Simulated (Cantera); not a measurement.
A closed system holds: 1 mol C2F6, 0.95 mol Si, 3.3 mol H2, at 1.60e-5 bar.

Equilibrium computed with Cantera from the NASA thermochemical tables; the gas is ideal and each condensed phase is pure. Candidate condensed phases: C, C6H6, C7H8, C8H18, Si, SiC; 113 gas species. The feed counts by its element totals alone. The tables' values for SiF3, SiF2 are old estimates; treat these amounts as uncertain. Rates play no part.

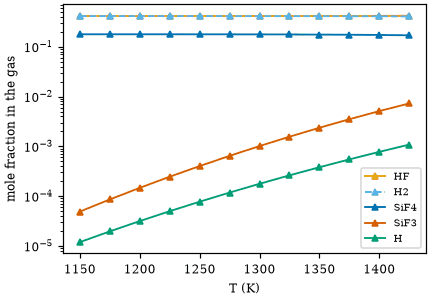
*Equilibrium gas composition (values under 1e-9 drawn at 1e-9)*

Q: Read off the mole fractions at 1300 K.

A: HF about 0.41, H2 about 0.41, SiF4 about 0.18, SiF3 about 0.0010, H about 0.00018.
